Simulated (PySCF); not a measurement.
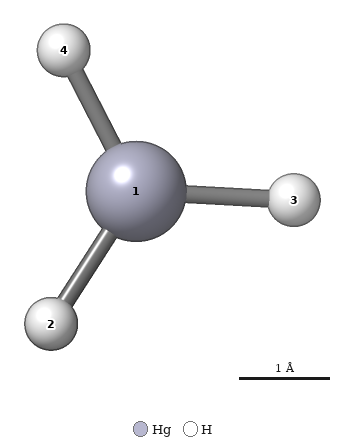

**Figure 1.** The structure as given in the input (ball-and-stick view, seen on its broad side; atoms are numbered from 1 in the order of the input). Sticks mark near contacts.

Run report: HgH3 (charge −1), single-point calculation

The run: single-point calculation of HgH3, charge −1. Method and program: RKS-based TPSS, Hg def2-TZVPD with ECP60, H def2-TZVPD; non-relativistic Hamiltonian with a scalar-relativistic core potential; density fitting (PySCF 2.14.0).

The geometry comes from this level: PBE0.

Input
```python
from pyscf import gto, scf, dft
mol = gto.M(atom='''
Hg    -0.000000     0.000000    -0.000000
H      1.763821     0.000022     0.000000
H     -0.881930     1.527503    -0.000000
H     -0.881891    -1.527525     0.000000''',
    basis={'Hg': 'def2-TZVPD', 'H': 'def2-TZVPD'},
    ecp={'Hg': 'def2-TZVPD'},
    charge=-1, spin=0)
mf = dft.RKS(mol, xc='TPSS')
mf.grids.atom_grid = (90, 434)
aux = {'Hg': 'def2-universal-JKFIT', 'H': 'def2-universal-JKFIT'}
mf = mf.density_fit(auxbasis=aux)
mf.conv_tol = 1e-09
mf.diis_space = 10
mf.max_cycle = 60
mf.verbose = 4
mf.kernel()
```

The script is an equivalent of the set-up of the self-consistent field. The run itself was carried out by a driver, which started from the orbitals of the step before it where there was one and computed the further properties.

Hardware: 2 threads of Arm Neoverse V2, 24 GiB of memory available, shared host.

Launch command:
```bash
OMP_NUM_THREADS=2 python axn.py task.json out
```

Log
```
init E= -155.206613058443
  HOMO = -0.010102246383979  LUMO = 0.119099104363818  gap/eV = 3.51575
cycle= 1 E= -155.207394790869  delta_E= -0.000782  |g|= 0.0558  |ddm|= 0.252
  HOMO = -0.0138005274915624  LUMO = 0.116497471208636  gap/eV = 3.54559
cycle= 2 E= -155.206338697829  delta_E= 0.00106  |g|= 0.0953  |ddm|= 0.154
  HOMO = -0.00990537422262836  LUMO = 0.118549014599589  gap/eV = 3.49542
cycle= 3 E= -155.20802161395  delta_E= -0.00168  |g|= 0.00201  |ddm|= 0.0925
  HOMO = -0.0103130900330651  LUMO = 0.118488444609513  gap/eV = 3.50487
cycle= 4 E= -155.208023641778  delta_E= -2.03e-06  |g|= 0.000146  |ddm|= 0.00515
  HOMO = -0.010269090288185  LUMO = 0.118489878719862  gap/eV = 3.50371
cycle= 5 E= -155.208023650657  delta_E= -8.88e-09  |g|= 3.79e-05  |ddm|= 0.000655
  HOMO = -0.0102820475094737  LUMO = 0.11848354956707  gap/eV = 3.50389
```

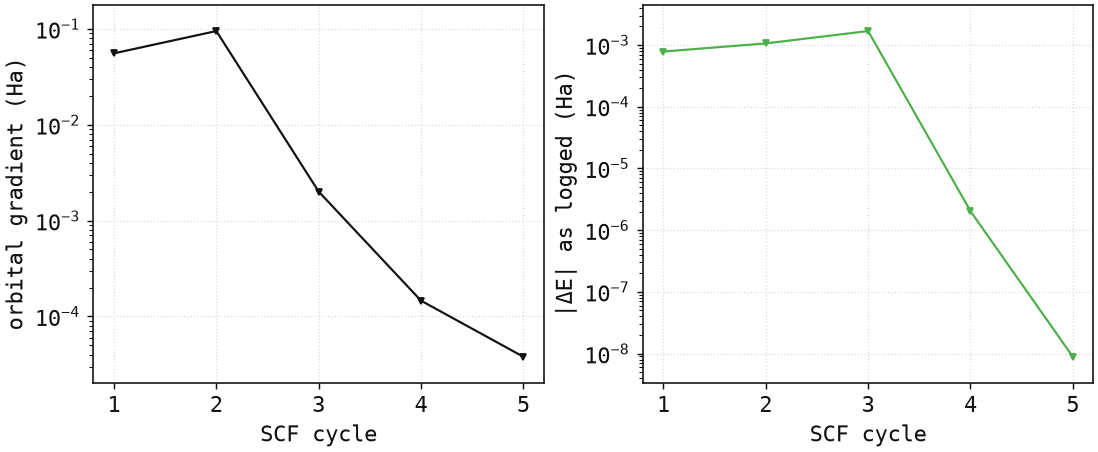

**Figure 2.** Convergence of the self-consistent field: orbital gradient and size of the energy change against the SCF cycle. The residual falls almost steadily, with no more than small rises.

```
Extra cycle  E= -155.208023650106  delta_E= 5.51e-10  |g|= 7.01e-05  |ddm|= 0.000163
converged SCF energy = -155.208023650106
```

Summary

```tsv
quantity	value
outcome	converged
total energy	−155.208024 hartree
HOMO	−0.28 eV
LUMO	3.22 eV
wall time	7 s (CPU time 13 s)
peak memory	0.83 GiB
```
